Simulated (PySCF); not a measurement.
C4H11NSSi2

```xyz
19

C     3.0193   -0.0714    0.2980
S     2.1010   -1.5918   -0.0924
C     0.4527   -1.0054   -0.0916
C    -0.6088   -1.7952   -0.3484
Si   -2.1105   -0.6455   -0.2008
N    -3.2492   -0.8201    1.0892
Si   -0.2928    0.7377    0.2567
C     0.2633    2.0774   -0.9757
H     4.0572   -0.3600    0.4331
H     2.6285    0.3621    1.2128
H     2.9318    0.6269   -0.5285
H    -0.5216   -2.8471   -0.5798
H    -2.9679   -0.6063   -1.3904
H    -4.0223   -1.4558    0.9723
H    -2.9011   -0.8860    2.0324
H     0.1026    1.2145    1.6007
H     1.2613    2.4505   -0.7626
H    -0.4131    2.9262   -0.9389
H     0.2598    1.6984   -1.9935
```

Geometry: GFN2-xTB.

Theory: PBE0/pcSseg-1, SCF density, gas phase, non-relativistic in PySCF 2.14.0.

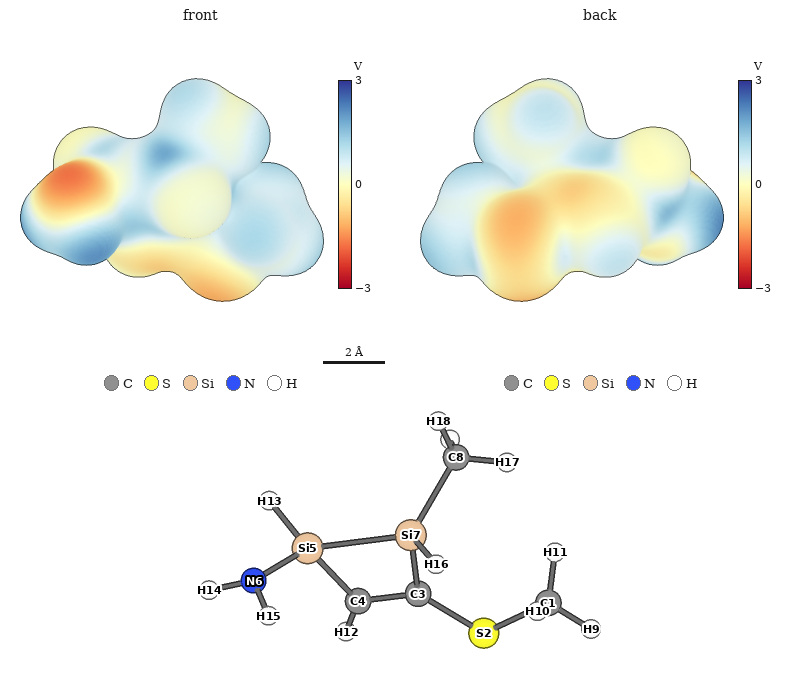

Figure 1. The electrostatic potential painted on the density surface at 0.004 e/bohr³, seen from the front and from behind; red is negative and blue positive. The bare structure is drawn below in the same view.

Q: Which sites attract a positive test charge, and which a negative one?

A: A positive charge is drawn to the negative regions and a negative charge to the positive ones. The most negative region (about −1.6 V) lies over N6, the most positive (about +2.0 V) over H14 and H15. N6 is the likeliest acceptor of a hydrogen bond.

Q: What dipole moment does the calculation give?

A: Its dipole moment is 1.16 D.

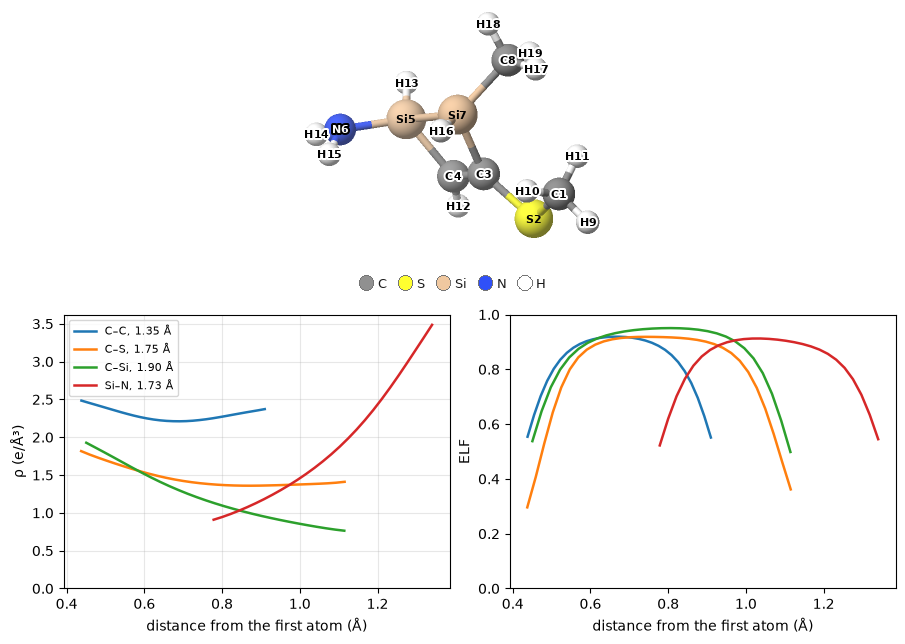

Figure 2. Electron density and electron localisation function along straight lines between neighbouring atoms. The curves leave out the atomic cores. The structure is drawn too.

Q: What can be read from the curves?

A: C–C (1.35 Å): the density is about 2.2 e/Å³ at the midpoint; the ELF peaks at about 0.90 between the atoms, as expected for localised, covalent bonding.
C–S (1.75 Å): ρ is about 1.4 e/Å³ halfway; the ELF peaks at about 0.90 between the atoms (localised, covalent bonding).
C–Si (1.90 Å): ρ is about 0.91 e/Å³ halfway; the ELF peaks at about 0.95 between the atoms; a shared electron pair.
Si–N (1.73 Å): ρ at the midpoint is about 1.1 e/Å³; the ELF peaks at about 0.90 between the atoms: a shared but strongly polarised pair.
